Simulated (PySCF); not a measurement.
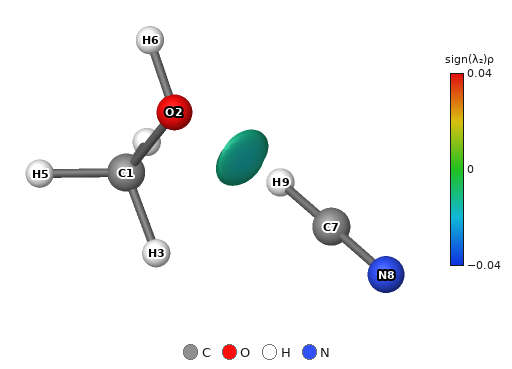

C2H5NO, SMILES `CO.C#N`. Non-covalent interaction surfaces between the fragments (reduced density gradient s = 0.6, coloured by sign(λ₂)ρ in a.u.; trimmed to the region between the fragments where ρ is under 0.06 a.u.). Fragment A: H4CO (atoms 1–6); fragment B: HCN.

Computed with PySCF, HF/def2-SVPD, geometry: GFN2-xTB.

> Interpret the surfaces between the fragments.

Bond critical points between the fragments: O2···H9, weak C–H hydrogen bond, 2.13 Å, ρ = 0.015 a.u. It appears blue-green. The pose is a local one from a semi-empirical search, not shown to be the most stable.

> How strongly are they bound?

The counterpoise-corrected interaction energy of the frozen fragments is −4.8 kcal/mol without dispersion correction and −6.4 kcal/mol with D3(BJ). The pair geometry is semi-empirical, not a minimum at this level.

Run time: 9.1 s on 1 thread of Intel(R) Xeon(R) Processor @ 2.50GHz (Skylake/Cascade Lake) (shared host), peak memory 0.21 GiB.
